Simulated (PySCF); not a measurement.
System: C$_{4}$H$_{11}$SSi (SMILES [CH2][SiH2]CCCS) (doublet).

The calculation's input:

```
{"job": {"kind": "epr", "basis": "pcH-1"}, "charge": 0, "multiplicity": 2}
C     -2.478883    -1.263618    -0.881368
Si    -1.943264     0.474285    -0.604127
C     -0.427039     0.531989     0.578196
C      0.801059    -0.153305    -0.003807
C      1.986022    -0.055606     0.944813
S      3.465416    -0.914389     0.302156
H     -3.277812    -1.720956    -0.324612
H     -2.018439    -1.906421    -1.611507
H     -3.008231     1.256408     0.032013
H     -1.521258     1.098215    -1.865930
H     -0.686042     0.063360     1.528887
H     -0.186523     1.573977     0.796609
H      1.064975     0.309407    -0.958608
H      0.584379    -1.206091    -0.194636
H      2.259043     0.981855     1.141719
H      1.770291    -0.549769     1.892064
H      3.609307    -0.154359    -0.781772
```

Run with:

```sh
OMP_NUM_THREADS=1 python probes_run.py task.json out
```

Geometry: GFN2-xTB.

Level of theory: PySCF, UKS B3LYP, pcH-1 on C H S Si, non-relativistic, mean-field spin-orbit, GIAO.

Q: What will maps of the electron density, electron localisation function and spin density show?

A: C–C (1.52 Å): the density is about 1.6 e/Å³ at the midpoint; the ELF peaks at about 0.95 between the atoms: a shared electron pair.
C–S (1.83 Å): ρ is about 1.2 e/Å³ halfway; the ELF peaks at about 0.90 between the atoms: localised, covalent bonding.
C–Si (1.92 Å): the density is about 0.87 e/Å³ at the midpoint; the ELF peaks at about 0.95 between the atoms; localised, covalent bonding.
The unpaired spin (1 electron) lies mostly on C1 (about 0.7) and Si2 (about 0.1), in electrons by Hirshfeld's partition.

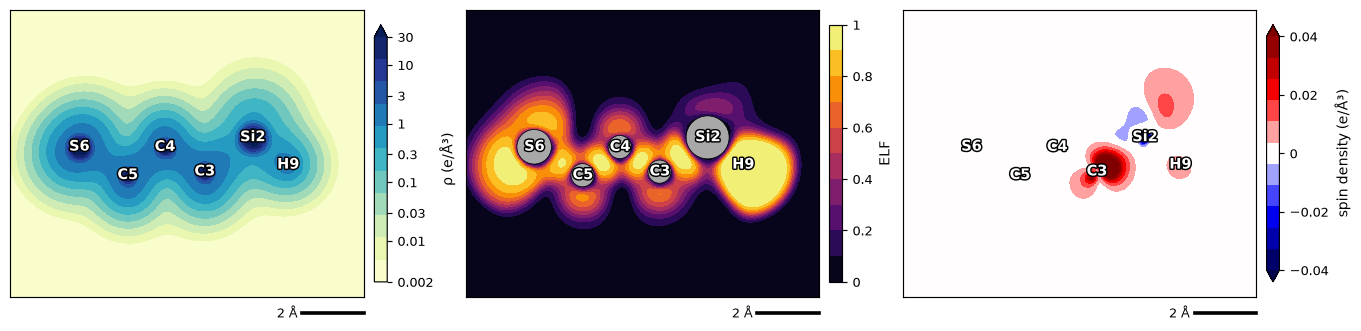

Computed electron density, electron localisation function and spin density on the plane of atoms Si2, C3 and C4, in this order. Grey discs cover the atomic cores in the ELF map. 
